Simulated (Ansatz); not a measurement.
**revPBE/cc-pVDZ run of C2H8GaN (SMILES [CH3][Ga]([CH3])[NH2])**

What is the vertical ionisation energy of C2H8GaN at revPBE/cc-pVDZ? 

Program for the calculation: Ansatz 0.2.0.

41 further runs of the same task are left out: 41 set aside as unsound or not needed.

## Step 1: Starting point

The species is C2H8GaN (12 atoms), meant as a singlet with charge 0. As SMILES, `[CH3][Ga]([CH3])[NH2]`. Geometry: relaxed at PBE0-D4/def2-TZVP.

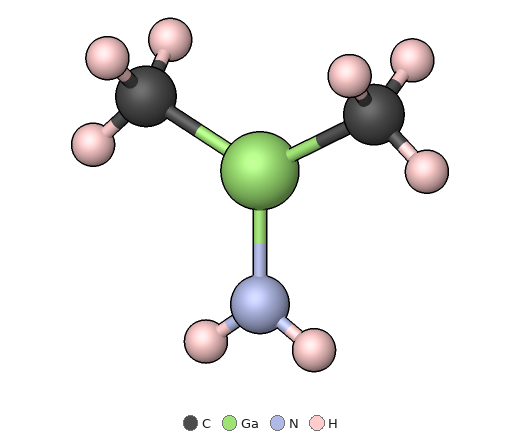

The structure, seen from a chosen angle (carbon dark grey, gallium green, nitrogen light blue, hydrogen pink).

## Step 2: The energy at revPBE/cc-pVDZ

Input file input.yaml:

```yaml
basis:
  gaussian:
    orbitals: cc-pVDZ
crystal:
  periodic: [false, false, false]
  atoms:
    - {symbol: C, position_ang: [-0.496600, 1.795100, -0.383100]}
    - {symbol: Ga, position_ang: [-0.078800, -0.097900, -0.052000]}
    - {symbol: C, position_ang: [1.442300, -0.783000, 0.989400]}
    - {symbol: "N", position_ang: [-1.206800, -1.333200, -0.779100]}
    - {symbol: H, position_ang: [-1.389900, 1.910300, -0.999000]}
    - {symbol: H, position_ang: [-0.659300, 2.323300, 0.559900]}
    - {symbol: H, position_ang: [0.336100, 2.290100, -0.889200]}
    - {symbol: H, position_ang: [1.414300, -0.397200, 2.011600]}
    - {symbol: H, position_ang: [1.443400, -1.873300, 1.034100]}
    - {symbol: H, position_ang: [2.387700, -0.456700, 0.548400]}
    - {symbol: H, position_ang: [-2.017200, -1.104900, -1.329400]}
    - {symbol: H, position_ang: [-1.098200, -2.328000, -0.677500]}
accuracy: high
output: {orbitals: {seedname: orbitals}}
hamiltonian:
  xc: {name: revPBE}
```

The run is started by

```
$ ansatz run input.yaml --threads 1 --pin off --max-ram 3480MiB --events-out events.jsonl --progress --plain --runs-dir runs
```

Log:

```text
Warning: RAYON_NUM_THREADS=1 ignored (pool sized by the plan → 1); use --threads N
Functional definition: revPBE
  name "revPBE"
  parameter kappa = 1.245
  parameter beta = 0.06672455060314922
  exchange = pbe_x(kappa = kappa, mu = beta*pi^2/3)
  correlation = pbe_c(beta = beta)
2608 factors; integrals over basis functions are off by at most 4.7e-9 eV
mean field evaluation 1: about -56046.6499 eV, gradient 9.5e1 eV
mean field evaluation 2: about -55997.4466 eV, gradient 1.5e2 eV
mean field evaluation 4: about -56067.0994 eV, gradient 1.1e1 eV
mean field evaluation 8: about -56067.4092 eV, gradient 1.8e-1 eV
mean field evaluation 16: about -56067.4093 eV, gradient 9.0e-6 eV
mean field -56067.40925177 eV, -2060.4392861475 hartree, gradient 3.2e-8 eV, S^2 0.000000; 0 other end points of the search recorded, 0 dependent functions left out
reference -56067.40925692 eV, -2060.4392863368 hartree; 29, 29 occupied and 80, 80 virtual orbitals, 2608 factors
Total energy: -56067.40925692 eV, -2060.4392863368 hartree
```

Wall time 13 s (1 thread of Arm Neoverse V1, shared host); peak memory 0.34 GiB.

## Step 3: The doublet cation

Input file job.yaml:

```yaml
crystal:
  periodic: [false, false, false]
  atoms:
    - {symbol: C, position_ang: [-0.496600, 1.795100, -0.383100]}
    - {symbol: Ga, position_ang: [-0.078800, -0.097900, -0.052000]}
    - {symbol: C, position_ang: [1.442300, -0.783000, 0.989400]}
    - {symbol: N, position_ang: [-1.206800, -1.333200, -0.779100]}
    - {symbol: H, position_ang: [-1.389900, 1.910300, -0.999000]}
    - {symbol: H, position_ang: [-0.659300, 2.323300, 0.559900]}
    - {symbol: H, position_ang: [0.336100, 2.290100, -0.889200]}
    - {symbol: H, position_ang: [1.414300, -0.397200, 2.011600]}
    - {symbol: H, position_ang: [1.443400, -1.873300, 1.034100]}
    - {symbol: H, position_ang: [2.387700, -0.456700, 0.548400]}
    - {symbol: H, position_ang: [-2.017200, -1.104900, -1.329400]}
    - {symbol: H, position_ang: [-1.098200, -2.328000, -0.677500]}
basis:
  gaussian: {orbitals: cc-pVDZ}
total_charge: 1
magnetization: {spin_polarized: true, initial_magnetization: 1}
hamiltonian: {xc: {name: revPBE}}
output: {orbitals: {seedname: orbitals}}
accuracy: high
```

The run is started by

```
$ ansatz run job.yaml --threads 1 --pin off --max-ram 3480MiB --events-out events.jsonl --progress --plain --runs-dir runs
```

Log:

```text
Warning: RAYON_NUM_THREADS=1 ignored (pool sized by the plan → 1); use --threads N
[... 6 set-up lines as earlier in the session ...]
2605 factors; integrals over basis functions are off by at most 4.7e-9 eV
mean field evaluation 1: about -56032.3807 eV, gradient 7.6e1 eV
mean field evaluation 2: about -55976.1417 eV, gradient 1.1e2 eV
mean field evaluation 4: about -56054.9921 eV, gradient 2.5e1 eV
mean field evaluation 8: about -56056.0584 eV, gradient 1.9e1 eV
mean field evaluation 16: about -56058.6731 eV, gradient 6.0e-1 eV
mean field evaluation 32: about -56058.4333 eV, gradient 3.5e0 eV
mean field -56058.69856588 eV, -2060.1191743455 hartree, gradient 1.4e-8 eV, S^2 0.754699; 2 other end points of the search recorded, 0 dependent functions left out
reference -56058.69857092 eV, -2060.1191745307 hartree; 29, 28 occupied and 80, 81 virtual orbitals, 2605 factors
Total energy: -56058.69857092 eV, -2060.1191745307 hartree
```

Wall time 38 s (1 thread of Arm Neoverse V1, shared host); peak memory 0.43 GiB.

## Step 4: Results

Level: revPBE/cc-pVDZ.

| quantity | value |
| --- | --- |
| singlet C2H8GaN: total energy | -2060.43929 Eh |
| singlet C2H8GaN: HOMO energy | -5.34 eV |
| singlet C2H8GaN: LUMO energy | -0.31 eV |
| singlet C2H8GaN: HOMO–LUMO gap | 5.03 eV |
| doublet cation: total energy | -2060.11917 Eh |
| doublet cation: HOMO energy (highest over α and β) | -11.78 eV |
| doublet cation: LUMO energy (lowest over α and β) | -11.75 eV |
| doublet cation: ⟨S²⟩ | 0.755 |
| vertical ionisation energy (to the doublet cation) | 8.711 eV |

What this shows: Removing an electron at fixed nuclei costs 8.71 eV (201 kcal/mol). The negative HOMO energy of the first species, 5.34 eV, lies 3.37 eV below that difference.
